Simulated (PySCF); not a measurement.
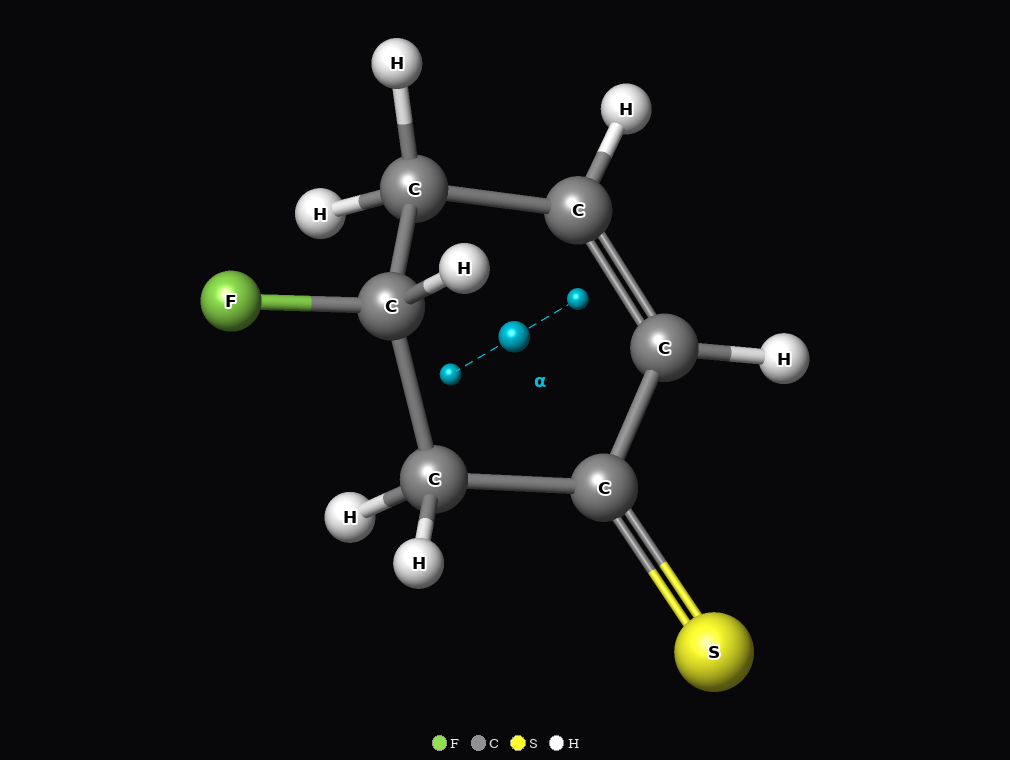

The small points mark where nucleus-independent chemical shifts (NICS) were computed: at the centre of each lettered ring and 1 Å above and below it. Computed geometry: GFN2-xTB optimisation. No frequency run is at hand to confirm it as a minimum. Method: GIAO PBE0/pcSseg-1 NMR shielding, non-relativistic, gas phase (PySCF 2.14.0).

Give NICS(0), NICS(1) and the out-of-plane component NICS(1)zz for each ring (means of the two sides).

| ring | members | NICS(0) | NICS(1) | NICS(1)zz |
| --- | --- | --- | --- | --- |
| α | C6 | 2.1 | −1.9 | 1.4 |

Values in ppm.

What do the values say about the ring currents?

Ring α: weak, as in a non-aromatic ring. NICS is one index among several.
